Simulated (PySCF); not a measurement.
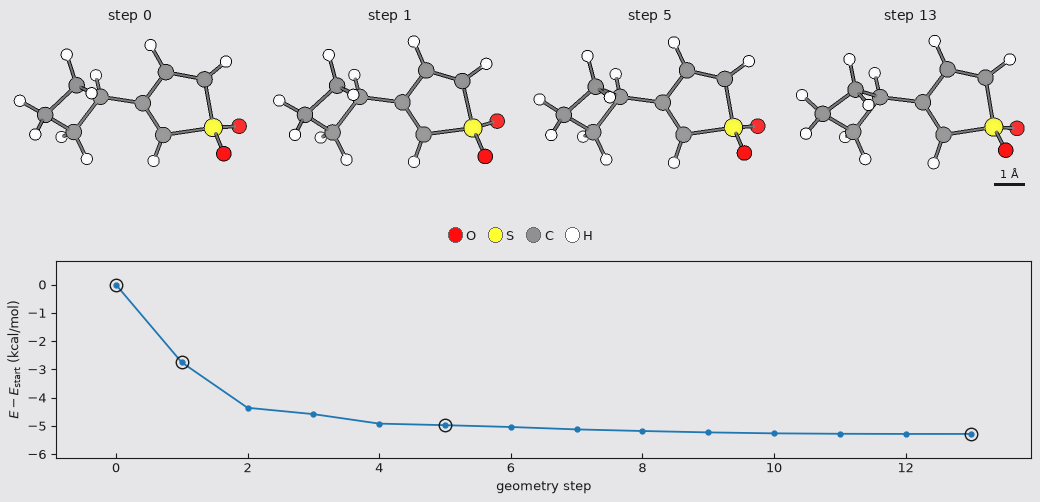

Frames of a relaxation of C8H10O2S, marked on the history of the run. Style: ball-and-stick. Shown at a tilt.

The start comes from GFN2-xTB. Its atoms were then displaced at random by about 0.01 Å.

Method: PBE0-D3(BJ)/def2-SVP geometry optimisation, gas phase (PySCF). 

Question: What happens along the run?

Answer: After 13 geometry steps the energy has fallen by 5.28 kcal/mol. The largest move after the best rigid fit is that of an H atom, 0.42 Å. Largest moves by element: H 0.42 Å, C 0.20 Å, O 0.17 Å, S 0.03 Å. Among the contacts that change: C–H 1.051 → 1.090 Å, O–S 1.427 → 1.458 Å, C–C 1.464 → 1.489 Å, C–C 1.358 → 1.335 Å. Bond angles that change, for instance: S–C–H 124.5° → 120.2°, C–C–H 115.4° → 118.6°, C–C–H 118.0° → 121.1°. Cost: 2.1 min on 2 threads of AMD EPYC 9R45 96-Core Processor, on a shared host. From step 0 to 1: an H atom moves most (0.27 Å), energy −2.75 kcal/mol. From step 1 to 5: an H atom moves most (0.25 Å), energy −2.22 kcal/mol. From step 5 to 13: an H atom moves most (0.26 Å), energy −0.31 kcal/mol.

| step | E − E(0), kcal/mol |
| --- | --- |
| 0 | 0.00 |
| 1 | -2.75 |
| 2 | -4.36 |
| 3 | -4.58 |
| 4 | -4.92 |
| 5 | -4.97 |
| 6 | -5.04 |
| 7 | -5.12 |
| 8 | -5.18 |
| 9 | -5.23 |
| 10 | -5.26 |
| 11 | -5.28 |
| 12 | -5.28 |
| 13 | -5.28 |
